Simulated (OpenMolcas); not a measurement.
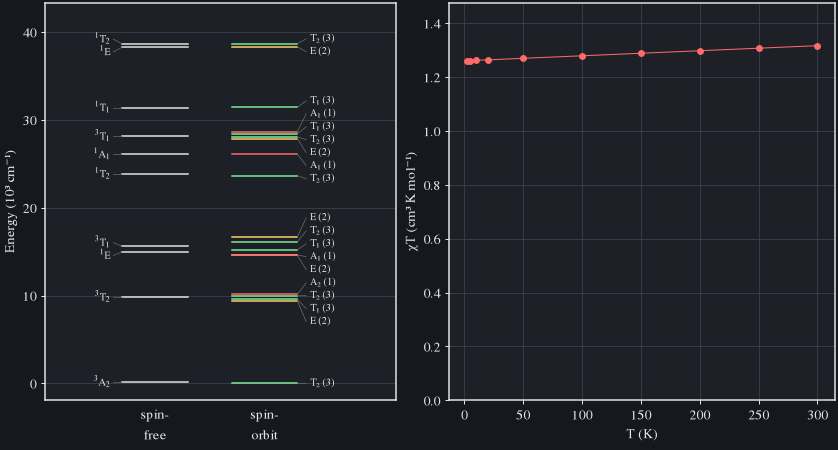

Levels of a 3d ion of charge +2 as a dopant in KZnF₃, a cluster with its 6 nearest F⁻ at 1.965 Å (octahedron) embedded in model potentials and point charges; the geometry was set, not optimised. Labels give the representation in O, Td, D4 or D3 as the site allows (double group for half-integer spin) where it could be assigned and, in brackets, the degeneracy; spin-free states, where drawn, share the zero of the spin-orbit levels. Computed with OpenMolcas: state-averaged SS-CASPT2, IPEA shift 0.25, imaginary shift 0.1 hartree, the open shell active, basis ANO-RCC-VDZP on all atoms, DKH2 scalar Hamiltonian, spin-orbit coupling by RASSI with atomic mean-field integrals. Powder susceptibility by Van Vleck's formula.

Which ion is the dopant?

Answer. Ni²⁺ (3d⁸). The ground level is T₂, 3-fold degenerate, 100 % from states of spin multiplicity 3. The next level lies at 9,370 cm⁻¹ (E). The lowest spin-free state is ³A₂, from the free-ion F term; of the same spin there follow at 9,700 cm⁻¹ (³T₂), 15,500 cm⁻¹ (³T₁) and 28,000 cm⁻¹ (³T₁) above it. χT is 1.26 cm³ K mol⁻¹ at 2 K and 1.32 at 300 K, an effective moment of 3.25 μB.

Note: single d shell for a late 3d ion, CASPT2 field may be too large; the geometry is set by hand, with no relaxation and no charge compensation.
